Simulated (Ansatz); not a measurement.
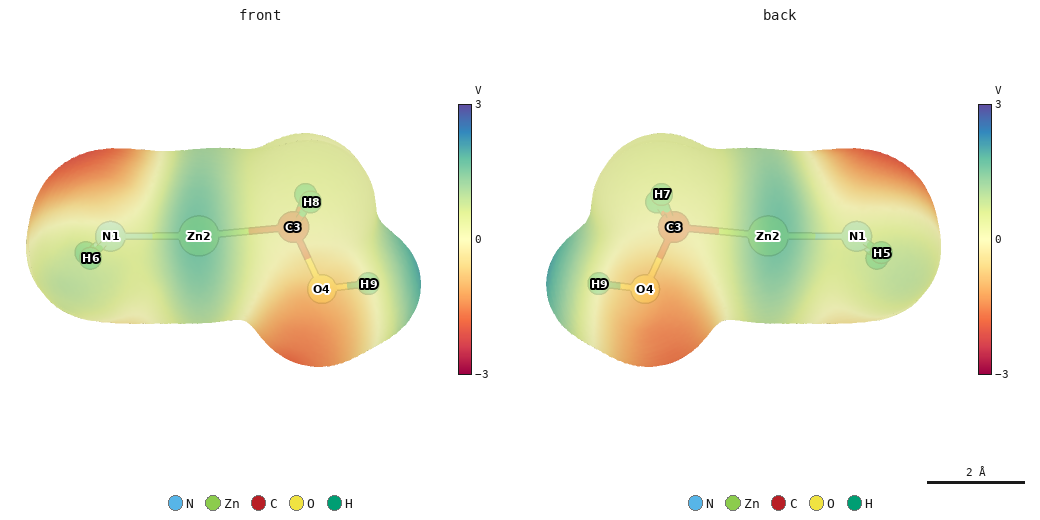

Figure 1: CH$_{5}$NOZn (SMILES [NH2][Zn][CH2]O). The electrostatic potential painted on the density surface at 0.002 e/bohr³, seen from the front and from behind; the colour scale runs from red (negative) to blue (positive).

The calculation used RKS B3LYP/def2-SVP (Ansatz).

```yaml
atoms:
  - { symbol: N, position_ang: [-0.8839, 2.2696, 0.5781] }
  - { symbol: Zn, position_ang: [-0.2044, 0.5907, 0.2854] }
  - { symbol: C, position_ang: [0.6788, -1.1471, 0.0283] }
  - { symbol: O, position_ang: [-0.2567, -2.0847, -0.4948] }
  - { symbol: H, position_ang: [-1.2139, 2.7846, -0.2383] }
  - { symbol: H, position_ang: [-1.6063, 2.3595, 1.2927] }
  - { symbol: H, position_ang: [1.5498, -1.0092, -0.6478] }
  - { symbol: H, position_ang: [1.1009, -1.4808, 1.0005] }
  - { symbol: H, position_ang: [0.1976, -2.9298, -0.6138] }
```

### Describe the electrostatic potential map.

The most negative region (about −2.0 V, or −46 kcal/mol for a unit charge) lies over N1, the most positive (about +1.9 V, or +44 kcal/mol for a unit charge) over H9. N1 is the likeliest acceptor of a hydrogen bond.
